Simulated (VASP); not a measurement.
Band structure of Sn (space group Immm). These are r2SCAN meta-GGA, VASP's PBE PAW potentials (set 64) (plane waves; VASP 6.6.1) values and carry that method's errors.

Unless said otherwise, spin-orbit coupling is left out, though it shifts the bands of the heavy elements here.

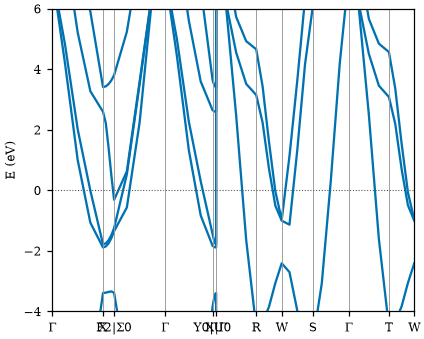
Fig. 1. Bands along high-symmetry lines, zero at the valence-band maximum or, without a gap, the Fermi level

### Question
Read the plot: is there a gap, and where are the band edges?

### Answer
It has no gap at this level: it comes out as a metal or semimetal.

The structure comes from a computed database's Sn entry (Immm); how it stands against other phases isn't given here. It was relaxed first.
